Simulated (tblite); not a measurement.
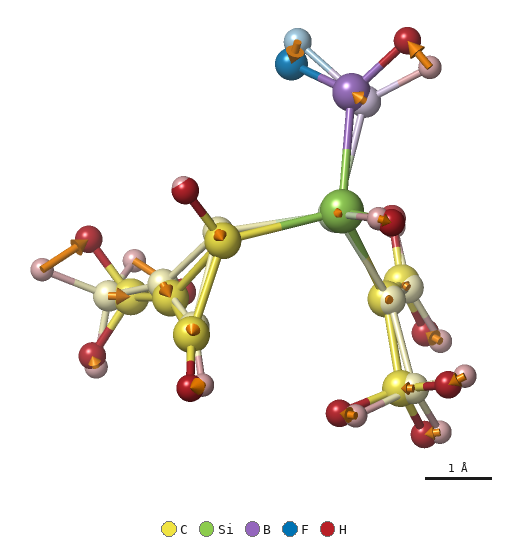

This is a relaxation of C7H12BFSi. The starting structure is drawn faded, the final one solid; orange arrows show the displacements, at their true length. The two geometries are superimposed by the best rigid fit.

Style: ball-and-stick. Shown face on.

Level of theory: GFN2-xTB geometry optimisation, gas phase in tblite. 

> Which element moves most?

Hydrogen: up to 0.91 Å, against 0.43 Å for fluorine.

> What did the optimiser do to the structure, and how much energy did it gain?

The largest move after the best rigid fit is that of an H atom, 0.91 Å. Largest moves by element: H 0.91 Å, F 0.43 Å, C 0.34 Å, B 0.26 Å, Si 0.12 Å. Among the contacts that change: B–F 1.453 → 1.318 Å, C–Si 1.841 → 1.902 Å, C–C 1.507 → 1.463 Å, C–H 1.126 → 1.088 Å. Among the angles between lasting bonds that change: C–C–C 153.3° → 141.4°, C–C–C 142.8° → 153.9°, Si–B–H 116.0° → 126.3°. Groups turn about C–C by about 25°. The energy falls by 0.975 eV in 129 geometry steps.
